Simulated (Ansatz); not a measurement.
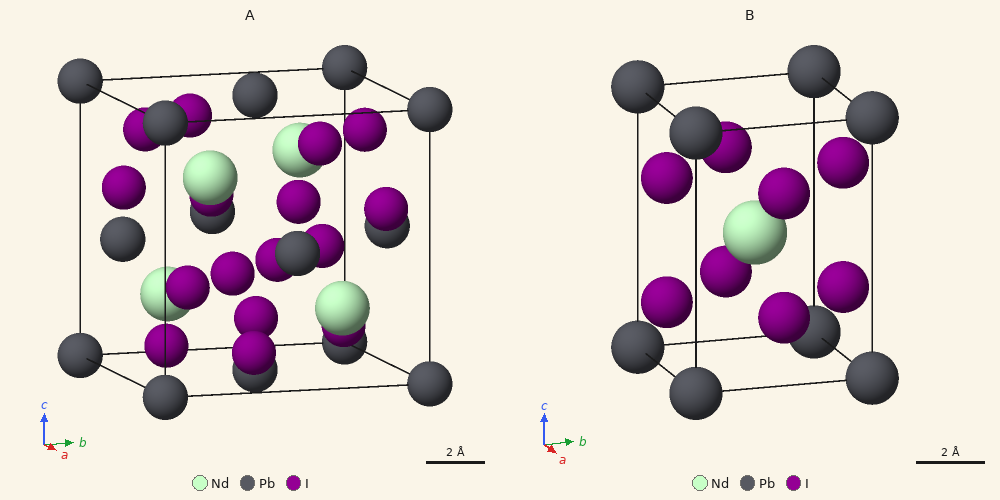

Two structures of NdPbI4, each relaxed to rest (conventional cells in solid outline, small ones repeated, not to one scale). Method: Ansatz 0.2.0, DFT PBE, scalar-relativistic, plane waves, PAW; 4f electrons in the core of a trivalent norm-conserving potential, without spin polarisation (spin-restricted runs, not always the ground states).

Question: What are the two structures?

Answer: A: 24 atoms a cell on a face-centred cubic lattice, F-43m. B: 6 atoms a cell on a primitive tetragonal lattice, P4/mmm.

Question: Which structure wins energetically, and by what margin?

Answer: B is lower, by 1089 meV/atom at this level of theory (energies at zero smearing). Volumes: A 37.7, B 40.2 Å³/atom.

One or both may be structure types tried for this composition rather than known phases.
